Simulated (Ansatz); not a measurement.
# C7H9F9O4Si (SMILES CO[Si](OCC(F)(F)F)(OCC(F)(F)F)OCC(F)(F)F): what the fields show

The calculation's input:

```
crystal:
  periodic: [false, false, false]
  atoms:
    - {symbol: C, position_ang: [-1.280261, 2.312163, 1.230672]}
    - {symbol: O, position_ang: [-0.576395, 1.785047, 0.120117]}
    - {symbol: Si, position_ang: [-0.105943, 0.256860, -0.065560]}
    - {symbol: O, position_ang: [0.698004, -0.164072, 1.279230]}
    - {symbol: C, position_ang: [1.104475, -1.442831, 1.657920]}
    - {symbol: C, position_ang: [0.964588, -1.581101, 3.158200]}
    - {symbol: F, position_ang: [1.364927, -2.802615, 3.533902]}
    - {symbol: F, position_ang: [-0.300871, -1.424722, 3.555485]}
    - {symbol: F, position_ang: [1.705563, -0.687148, 3.814942]}
    - {symbol: O, position_ang: [0.768274, 0.196916, -1.440962]}
    - {symbol: C, position_ang: [1.716072, 1.130347, -1.863583]}
    - {symbol: C, position_ang: [3.115254, 0.581511, -1.677945]}
    - {symbol: F, position_ang: [4.012439, 1.475269, -2.107335]}
    - {symbol: F, position_ang: [3.302620, -0.549846, -2.360835]}
    - {symbol: F, position_ang: [3.379830, 0.319880, -0.392565]}
    - {symbol: O, position_ang: [-1.273948, -0.863940, -0.253470]}
    - {symbol: C, position_ang: [-1.976253, -1.181067, -1.415534]}
    - {symbol: C, position_ang: [-3.305768, -0.456703, -1.461972]}
    - {symbol: F, position_ang: [-3.974283, -0.814350, -2.564480]}
    - {symbol: F, position_ang: [-4.069739, -0.742108, -0.406557]}
    - {symbol: F, position_ang: [-3.145672, 0.871079, -1.492847]}
    - {symbol: H, position_ang: [-2.320357, 1.976564, 1.218603]}
    - {symbol: H, position_ang: [-0.813734, 2.009891, 2.171710]}
    - {symbol: H, position_ang: [-1.259243, 3.399334, 1.154763]}
    - {symbol: H, position_ang: [2.155482, -1.608525, 1.403659]}
    - {symbol: H, position_ang: [0.495182, -2.228729, 1.200666]}
    - {symbol: H, position_ang: [1.581954, 1.331560, -2.929298]}
    - {symbol: H, position_ang: [1.649011, 2.075999, -1.317413]}
    - {symbol: H, position_ang: [-1.422651, -0.921834, -2.323110]}
    - {symbol: H, position_ang: [-2.188547, -2.252812, -1.426403]}
basis:
  gaussian: {orbitals: def2-TZVPP}
hamiltonian: {xc: pbe0, dispersion: d4}
output: {orbitals: {seedname: orbitals}}
```

Command:

```sh
ansatz run in.yaml --threads 11 --pin off --events-out ev --progress --plain --max-ram 120832MiB --backend cuda --devices 0, --max-vram 75GiB
```

Geometry: PBE0-D4/def2-TZVP.

These are results of RKS PBE0-D4/def2-TZVPP (Ansatz), not measurements.

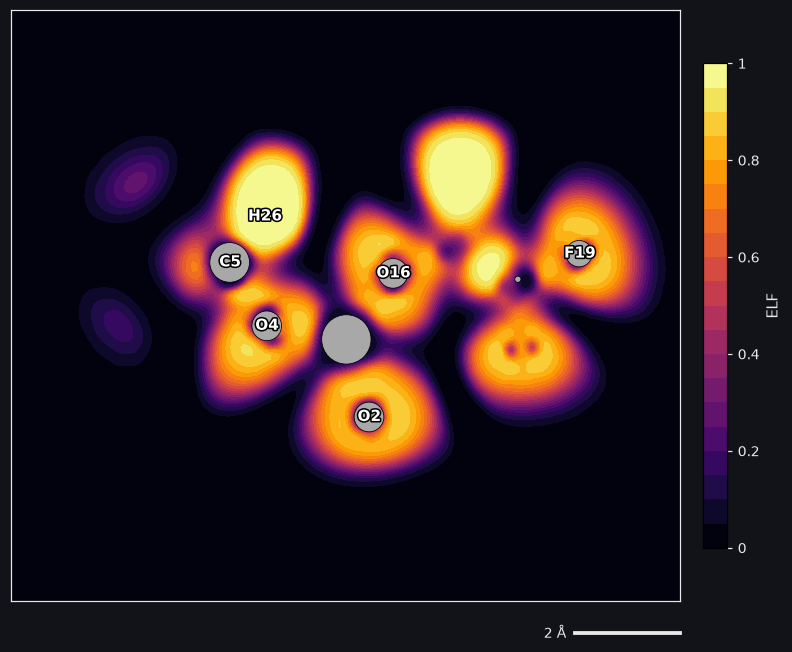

Figure 1. Electron localisation function on the plane of atoms O4, C5 and H26. Grey discs cover the atomic cores.

Read the bonding off the picture.

Answer.
- Atoms in the plane: O, C, F and H.
- C–O (1.39 Å): the ELF peaks at about 0.85 between the atoms: a shared but strongly polarised pair.
- C–H (1.09 Å): the ELF climbs to about 1 towards the hydrogen, as it does in any bond to H; a covalent bond by its length.
- The ELF also peaks beside O2, F21, O4, F19 and O16, away from the bonds: lone-pair regions.

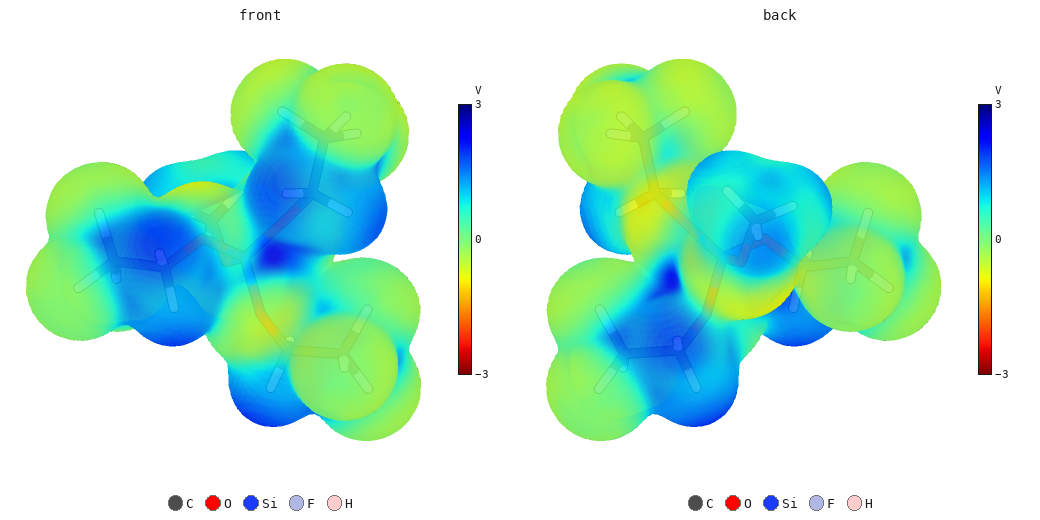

Figure 2. The electrostatic potential painted on the density surface at 0.004 e/bohr³, seen from the front and from behind; red is negative and blue positive.

Which sites attract a positive test charge, and which a negative one?

Answer. A positive charge is drawn to the negative regions and a negative charge to the positive ones. The most negative region (about −0.8 V) lies over O2 and O4, the most positive (about +2.1 V) over Si3.

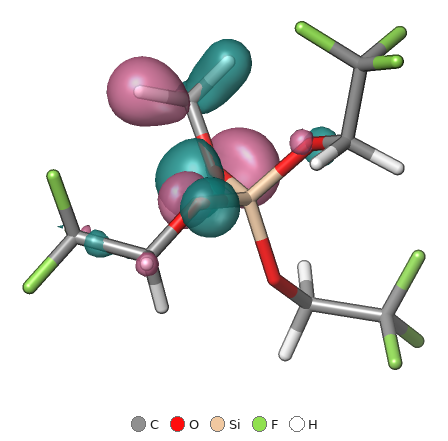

Figure 3. The HOMO at ±0.15 Å⁻³ᐟ² (teal and pink are the two phases), seen at a tilt.

Describe this orbital and give its energy.

Answer. It lies mainly on O2 (about 45 %), C1 (about 10 %), O16 (about 10 %) and H22 (about 10 %). Its energy is −8.90 eV.

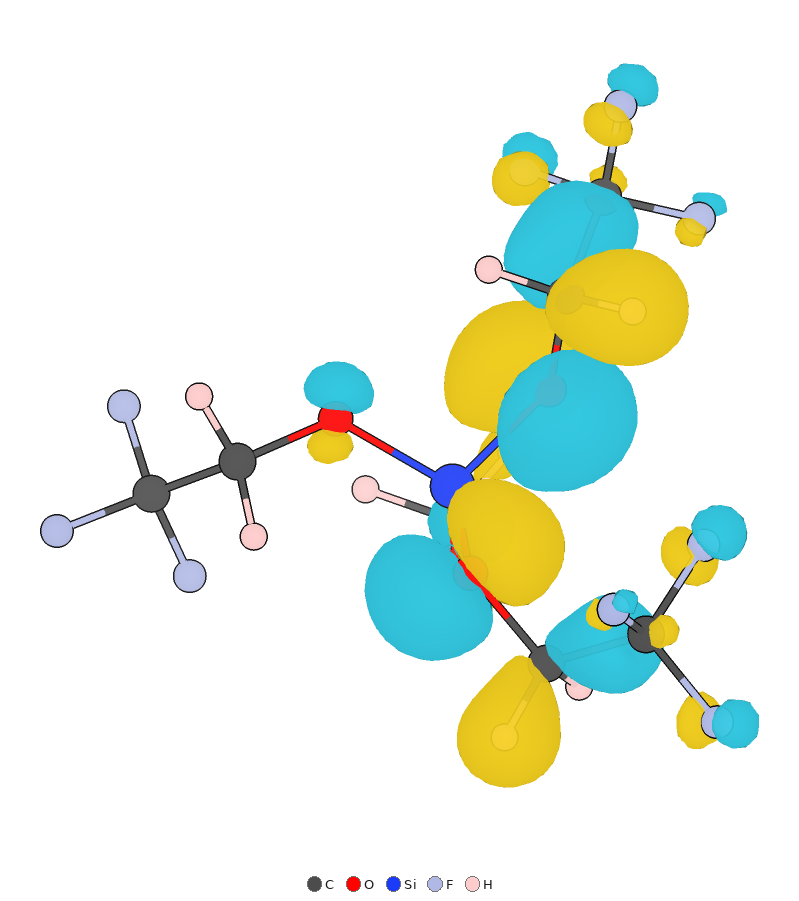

Figure 4. The HOMO−1 at ±0.1 Å⁻³ᐟ² (yellow and cyan are the two phases), seen at a tilt.

Where does this orbital lie, and at what energy?

Answer. By Hirshfeld shares it lies mainly on O4 (about 30 %), O10 (about 25 %), C5 (about 5 %) and O2 (about 5 %). Its energy is −9.12 eV.
